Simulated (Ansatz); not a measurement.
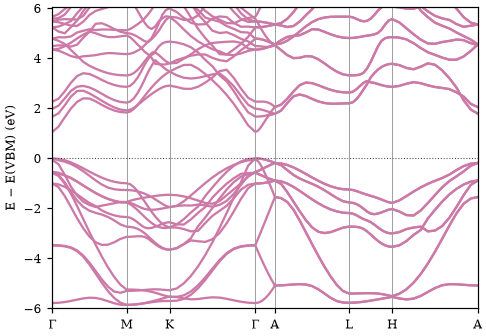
Figure. Band structure from DFT-r²SCAN in the program Ansatz with PAW potentials

**Question.** Read off the gap and where the band edges lie.

**Answer.** About 1.1 eV (1.06 eV by a search for the band edges); maximum at Γ, minimum at Γ.

**Question.** Which compound is it?
A. BP, P6_422 (B on 3c, P on 3d)
B. Ge, P6_3/mmc (Ge on 4e, Ge on 4f)
C. GaSb, P6_3mc (Ga on 2b, Sb on 2b, Ga on 2a, Sb on 2a)
D. InP, P6_3mc (In on 2b, P on 2b, In on 2a, P on 2a)

**Answer.** D, InP, P6_3mc (In on 2b, P on 2b, In on 2a, P on 2a)

The start of the workflow was typed in or built on a structure type; the Crystallography Open Database copy checked does not list it. It is not the phase usual at ambient conditions (space group No. 216). Symmetry was held in the r²SCAN relaxation; whether a distortion lowers the energy is not shown. Scalar-relativistic: spin–orbit coupling is off unless named, which matters more the heavier the elements.

Potentials: the earlier of the program's two PAW sets.
